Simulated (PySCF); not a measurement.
Consider CH₅Al (SMILES [CH3][AlH2-]) (charge −1, doublet).

```yaml
atoms:
  - { symbol: C, position_ang: [-0.1115, 0.0292, -0.8843] }
  - { symbol: Al, position_ang: [-0.2603, -0.1242, 1.1319] }
  - { symbol: H, position_ang: [0.8904, 0.3962, -1.1800] }
  - { symbol: H, position_ang: [-0.2645, -0.9461, -1.3797] }
  - { symbol: H, position_ang: [-0.8556, 0.7311, -1.3014] }
  - { symbol: H, position_ang: [-0.1100, 1.3299, 1.8792] }
  - { symbol: H, position_ang: [0.7925, -1.2292, 1.7372] }
```

Geometry: PBE0-D3(BJ)/ma-def2-SVP.

Method: PySCF, DFT single point, gas phase, functional B3LYP.

Q: What will maps of the electron density, electron localisation function and spin density show?

A: C–Al (2.03 Å): ρ at the midpoint is about 0.62 e/Å³; the ELF peaks at about 0.95 between the atoms, as expected for a shared but strongly polarised pair.
C–H (1.10 Å): ρ at the midpoint is about 1.9 e/Å³; the ELF climbs to about 1 towards the hydrogen, as it does in any bond to H; an ordinary covalent bond to hydrogen.
Al–H (1.64 Å): ρ is about 0.47 e/Å³ halfway; the ELF climbs to about 1 towards the hydrogen.
The unpaired spin (1 electron) lies mostly on Al2 (about 0.8), in electrons by Hirshfeld's partition.

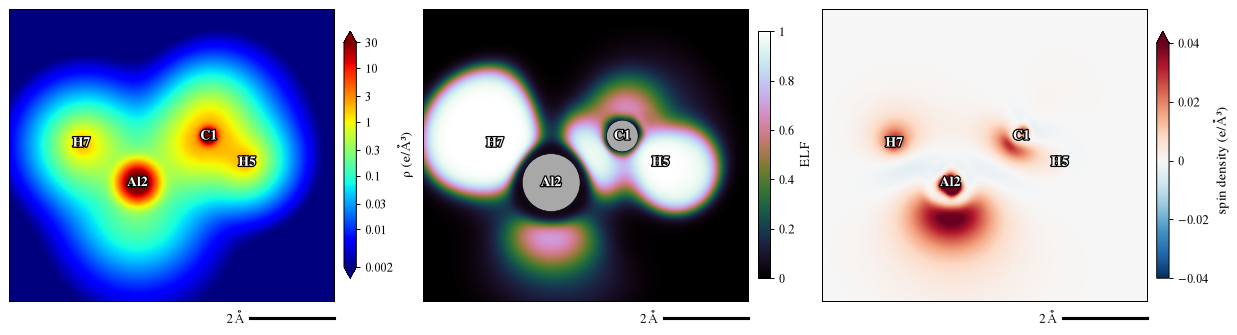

Computed electron density, electron localisation function and spin density on the plane of atoms C1, Al2 and H7, in this order. Grey discs cover the atomic cores in the ELF map. 
